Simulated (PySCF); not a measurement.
# Excited-state calculation, with input and output: SiH4O

System: SiH4O.
Method: TDDFT (PBE)/3-21G, RKS (PySCF 2.14.0).

The geometry comes from this level: PBE0-D4/def2-TZVP.

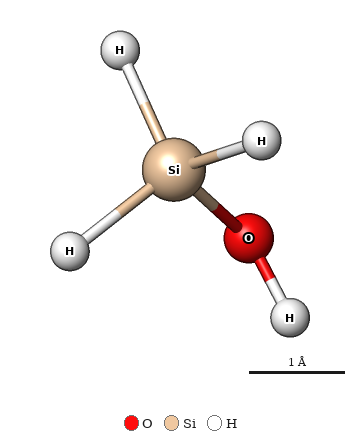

Figure 1. The input geometry (ball-and-stick view, seen at a tilt). Bond lengths as drawn: H–O 0.96 Å, H–Si 1.48 to 1.49 Å and O–Si 1.65 Å.

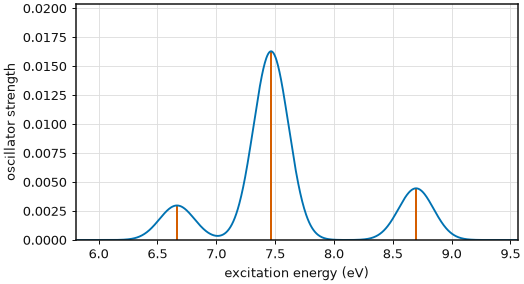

Figure 2. Computed excitations as sticks (degenerate states added up, dark ones marked on the axis), with a Gaussian envelope of 0.35 eV full width at half maximum, scaled to the tallest. Of the 3 states the lowest lies at 6.67 eV (f = 0.003); the strongest line is at 7.47 eV, or 166 nm (f = 0.016).

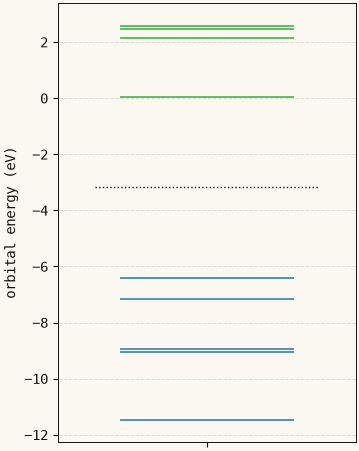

Figure 3. Orbital energies near the frontier; the dotted line parts filled from empty levels, and levels within 0.02 eV of each other stand side by side. Highest filled −6.42 eV, lowest empty 0.05 eV, 6.47 eV apart.

These pictures come from the run below.

**Input (job.py)**
```python
from pyscf import gto, dft, tdscf

mol = gto.Mole()
mol.atom = '''
O      1.203189    -1.946985     0.791795
Si    -0.067463     0.654790    -0.353379
H      0.130580    -3.078742     1.709635
H     -2.132178     0.086360    -2.178476
H      2.004055     2.012369    -1.654644
H     -1.138182     2.272207     1.685069
'''
mol.max_memory = 1860
mol.basis = '3-21g'
mol.unit = 'bohr'
mol.charge = 0
mol.verbose = 4
mol.build()

mf = dft.RKS(mol)
mf.xc = 'pbe'
mf.conv_tol = 1e-10
mf.grids.level = 4
mf.kernel()
if not mf.converged:
    mf = mf.newton().run(mf.mo_coeff, mf.mo_occ)

e_final = mf.e_tot
print('E(%s) = %.9f' % ('PBE', e_final))

td = mf.TDDFT()
td.nstates = 3
td.kernel()
td.analyze()
roots = td.e * 27.211386
osc = td.oscillator_strength()
print('state   eV      nm      f')
for i, (w, f) in enumerate(zip(roots, osc), 1):
    print('%3d %9.4f %8.1f %9.5f' % (i, w, 1239.842 / w, f))
```

Launch command:
```bash
OMP_NUM_THREADS=1 python job.py
```

**Output**
```
PySCF version 2.14.0

[INPUT] num. atoms = 6
[INPUT] num. electrons = 26
[INPUT] charge = 0
[INPUT] spin (= nelec alpha-beta = 2S) = 0
[INPUT] symmetry False subgroup None
[INPUT] Mole.unit = bohr
[INPUT] Symbol           X                Y                Z      unit          X                Y                Z       unit  Magmom
[INPUT]  1 O      0.636700199230  -1.030300092003   0.418999869720 AA    1.203189000000  -1.946985000000   0.791795000000 Bohr   0.0
[INPUT]  2 Si    -0.035699882180   0.346499945938  -0.187000113618 AA   -0.067463000000   0.654790000000  -0.353379000000 Bohr   0.0
[INPUT]  3 H      0.069099960202  -1.629200104702   0.904699880991 AA    0.130580000000  -3.078742000000   1.709635000000 Bohr   0.0
[INPUT]  4 H     -1.128300007225   0.045699743935  -1.152799853736 AA   -2.132178000000   0.086360000000  -2.178476000000 Bohr   0.0
[INPUT]  5 H      1.060500235430   1.064899814762  -0.875599896986 AA    2.004055000000   2.012369000000  -1.654644000000 Bohr   0.0
[INPUT]  6 H     -0.602299976279   1.202400162893   0.891700113628 AA   -1.138182000000   2.272207000000   1.685069000000 Bohr   0.0

nuclear repulsion = 64.7548889785672
number of shells = 20
number of NR pGTOs = 54
number of NR cGTOs = 30
basis = 3-21g
ecp = {}

******** <class 'pyscf.dft.rks.RKS'> ********
method = RKS
initial guess = minao
damping factor = 0
level_shift factor = 0
DIIS = <class 'pyscf.scf.diis.CDIIS'>
diis_start_cycle = 1
diis_space = 8
diis_damp = 0
SCF conv_tol = 1e-10
SCF conv_tol_grad = None
SCF max_cycles = 50
direct_scf = True
direct_scf_tol = 1e-13
XC library pyscf.dft.libxc version 7.0.0
    S. Lehtola, C. Steigemann, M. J.T. Oliveira, and M. A.L. Marques.,  SoftwareX 7, 1–5 (2018)
XC functionals = pbe
    J. P. Perdew, K. Burke, and M. Ernzerhof.,  Phys. Rev. Lett. 77, 3865 (1996)
    J. P. Perdew, K. Burke, and M. Ernzerhof.,  Phys. Rev. Lett. 78, 1396 (1997)
    J. P. Perdew, K. Burke, and M. Ernzerhof.,  Phys. Rev. Lett. 77, 3865 (1996)
    J. P. Perdew, K. Burke, and M. Ernzerhof.,  Phys. Rev. Lett. 78, 1396 (1997)
radial grids:
    Treutler-Ahlrichs [JCP 102, 346 (1995); DOI:10.1063/1.469408] (M4) radial grids

becke partition: Becke, JCP 88, 2547 (1988); DOI:10.1063/1.454033
pruning grids: <function nwchem_prune>
grids dens level: 4
symmetrized grids: False
atomic radii adjust function: <function treutler_atomic_radii_adjust>
small_rho_cutoff = 0
Set gradient conv threshold to 1e-05
Initial guess from minao.
tot grids = 120016
init E= -364.704388650131
  HOMO = -0.334756688286902  LUMO = -0.0382122099741062  gap/eV = 8.06939
cycle= 1 E= -364.804461656259  delta_E= -0.1  |g|= 0.761  |ddm|= 1.96
  HOMO = -0.0753616361156104  LUMO = 0.0359857921787485  gap/eV = 3.02992
cycle= 2 E= -364.141622113298  delta_E= 0.663  |g|= 1.91  |ddm|= 3.16
  HOMO = -0.248969167810486  LUMO = -0.00426463481926032  gap/eV = 6.65875
cycle= 3 E= -364.907567904564  delta_E= -0.766  |g|= 0.0902  |ddm|= 2.77
  HOMO = -0.230841918281361  LUMO = 0.00414391037147643  gap/eV = 6.39429
cycle= 4 E= -364.910829216063  delta_E= -0.00326  |g|= 0.0398  |ddm|= 0.281
  HOMO = -0.235433341127027  LUMO = 0.00144903021340914  gap/eV = 6.44590
cycle= 5 E= -364.911351281636  delta_E= -0.000522  |g|= 0.00837  |ddm|= 0.0641
  HOMO = -0.235471372517936  LUMO = 0.00202952451566096  gap/eV = 6.46273
cycle= 6 E= -364.911372105681  delta_E= -2.08e-05  |g|= 0.00182  |ddm|= 0.0107
  HOMO = -0.235766040758246  LUMO = 0.00192064994118457  gap/eV = 6.46778
cycle= 7 E= -364.911372854755  delta_E= -7.49e-07  |g|= 9.39e-05  |ddm|= 0.00217
  HOMO = -0.235781582479944  LUMO = 0.00191062264093134  gap/eV = 6.46793
cycle= 8 E= -364.911372856869  delta_E= -2.11e-09  |g|= 1.36e-05  |ddm|= 0.000118
  HOMO = -0.23578305524013  LUMO = 0.00191030594314556  gap/eV = 6.46797
cycle= 9 E= -364.911372856912  delta_E= -4.35e-11  |g|= 1.2e-06  |ddm|= 1.64e-05
  HOMO = -0.235783305482457  LUMO = 0.00191025773582476  gap/eV = 6.46797
Extra cycle  E= -364.911372856912  delta_E= -5.68e-14  |g|= 2.25e-06  |ddm|= 4.32e-06
converged SCF energy = -364.911372856912
E(PBE) = -364.911372857

******** <class 'pyscf.tdscf.rks.CasidaTDDFT'> for <class 'pyscf.dft.rks.RKS'> ********
nstates = 3 singlet
deg_eia_thresh = 1.000e-03
wfnsym = None
conv_tol = 1e-05
eigh lindep = 1e-12
eigh level_shift = 0
eigh max_cycle = 100

Excitation energies (eV)
[6.66616329 7.46566715 8.69776989]

** Singlet excitation energies and oscillator strengths **
      13 -> 14       -0.70589
      12 -> 14        0.69671
      12 -> 16       -0.10988
      13 -> 15        0.68825

** Transition electric dipole moments (AU) **
state          X           Y           Z        Dip. S.      Osc.
  1         0.0296      0.0649      0.1147      0.0182      0.0030
  2        -0.1498      0.2393     -0.0968      0.0891      0.0163
  3        -0.0315     -0.0694     -0.1230      0.0209      0.0045

** Transition velocity dipole moments (imaginary part, AU) **
state          X           Y           Z        Dip. S.      Osc.
  1         0.0308      0.0677      0.1195      0.0198      0.0539
  2        -0.1461      0.1077     -0.0233      0.0335      0.0814
  3        -0.0012     -0.0029     -0.0053      0.0000      0.0001

** Transition magnetic dipole moments (imaginary part, AU) **
state          X           Y           Z
  1         0.8795      0.0009     -0.2277
  2         0.2527      0.5541      0.9791
  3         0.1905      0.8003     -0.5018
state   eV      nm      f
  1    6.6662    186.0   0.00298
  2    7.4657    166.1   0.01629
  3    8.6978    142.5   0.00446
```

**Results in brief**

- outcome: converged
- total energy: −364.911373 hartree
- basis functions: 30
- HOMO: −6.42 eV
- LUMO: 0.05 eV
- dipole moment: 1.62 D
- lowest excitation: 6.67 eV
- hardware: 1 thread of Arm Neoverse V1, 24 GiB of memory available, shared host
- wall time: 7.5 s
- peak memory: 0.32 GiB
